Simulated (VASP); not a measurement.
Band structure of KCl (rock salt). Level of theory: vdW-DF-cx, VASP's PBE PAW potentials (set 64) (plane waves; VASP).

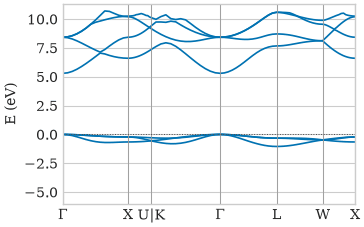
Figure. Bands along high-symmetry lines, zero at the valence-band maximum or, without a gap, the Fermi level

**Question.** Read the plot: is there a gap, and where are the band edges?

**Answer.** The gap is direct, 5.30 eV, from the valence maximum at Γ to the conduction minimum at Γ. (Edges off the drawn lines would not show.)

Measured: gap 8.50 eV (computed value off by -3.20 eV), as given by David Koller et al., Journal of Physics Condensed Matter (2013), arXiv:1304.4470.

The compound is KCl in the rock salt structure. It was relaxed first.
